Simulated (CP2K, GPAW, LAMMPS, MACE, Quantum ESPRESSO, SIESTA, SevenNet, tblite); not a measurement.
**Other levels on glassy 79SiO2-12Al2O3-4SrO-4ZnO (mol %) (76 atoms)**

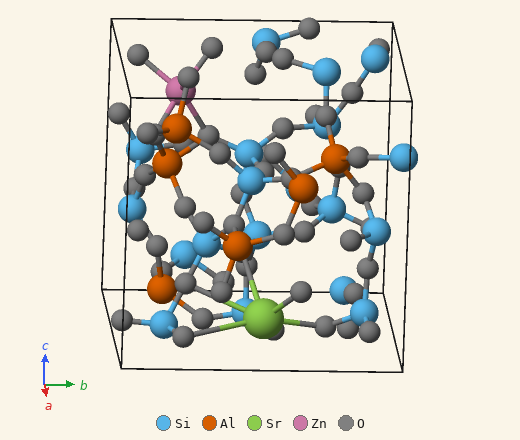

The cell (silicon blue, aluminium orange, strontium green, zinc pink, oxygen grey). Bonds to atoms that aren't drawn are left out. Some periodic images of atoms are drawn too.

Density of this cell: 2.70 g/cm³. The cell holds 76 atoms: 19 Si, 6 Al, 1 Sr, 1 Zn and 49 O. Its edges and angles: a = 10.013 Å, b = 10.013 Å, c = 10.013 Å, α = 90.0°, β = 90.0°, γ = 90.0°. 76 atoms (19 Si, 6 Al, 1 Sr, 1 Zn, 49 O) placed at random at 2.51 g/cm³, melted at 4000 K for 10 ps at fixed volume with the Morse and Coulomb pair potential with partial charges (Pedone, Malavasi, Menziani, Cormack and Segre, J. Phys. Chem. B 110, 11780 (2006)). Quenched from 4000 K to 300 K at 10 K/ps and fixed volume, held 10 ps at zero pressure.

Geometry: as built.

The reference, a calculation:

| Property | Result |
| --- | --- |
| method | Kohn-Sham DFT, PBE, SSSP efficiency 1.3.0 pseudopotentials, plane waves (Quantum ESPRESSO 7.5); sssp-pbe-1.3.0-efficiency, cutoffs 60/480 Ry, Γ point |
| r.m.s. force component | 1.477 eV/Å |
| longest force | 7.011 eV/Å |
| pressure | 8.478 GPa |
| gap (highest filled to lowest empty level) | 3.902 eV |
| time | 1.9 min on 4 MPI ranks of Arm Neoverse V2, shared host |
| CPU time | 7.6 min |

Runs, in no order:
A. MACE MPA-0 medium potential: machine-learned interatomic potential MACE MPA-0 medium, trained on PBE(+U) plane-wave data
B. SIESTA PBE, DZP, shift 0.01 Ry, mesh 500 Ry: Kohn-Sham DFT, PBE, PseudoDojo 0.4.1 norm-conserving pseudopotentials (converted to PSML), numerical atomic orbitals (DZP), diagonalisation
C. SIESTA PBE, SZP, shift 0.01 Ry, mesh 500 Ry: Kohn-Sham DFT, PBE, PseudoDojo 0.4.1 norm-conserving pseudopotentials (converted to PSML), numerical atomic orbitals (SZP), diagonalisation
D. tblite GFN1-xTB: GFN1-xTB tight binding, diagonalisation
E. CP2K PBE, DZVP-UZH, 800/50 Ry, diagonalisation: Kohn-Sham DFT, PBE, GTH-PBE pseudopotentials, Gaussian and plane waves, DZVP-MOLOPT (UZH set), diagonalisation

**Question.** Rank the runs by how far their forces lie from the reference's, least first.

A, E, B, C, D.

| run | Δ force, r.m.s. (meV/Å) | share of r.m.s. force (%) | CPU time |
| --- | --- | --- | --- |
| A. MACE MPA-0 medium potential | 66.8 | 4.52 | 5.9 s |
| E. CP2K PBE, DZVP-UZH, 800/50 Ry, diagonalisation | 98.8 | 6.69 | 5.1 min |
| B. SIESTA PBE, DZP, shift 0.01 Ry, mesh 500 Ry | 186 | 12.6 | 5 min |
| C. SIESTA PBE, SZP, shift 0.01 Ry, mesh 500 Ry | 440 | 29.8 | 3.9 min |
| D. tblite GFN1-xTB | 621 | 42.1 | 4.3 s |

Periodic xTB results under one method name differ between programs and library versions. Machine-learned potentials mimic data converged in k, so the reference's own k-point error enters their differences. The network of bonds at the start is that of the classical potential that made the cell, and needn't be the one that DFT or experiment would give. The electronic-structure runs sample only Γ, in a cell whose shortest periodic width is 10 Å.

[Hosts, paths, dates, database ids (printed as entryN), source tags and the programs' standing remarks are cut or masked in the printed files.]
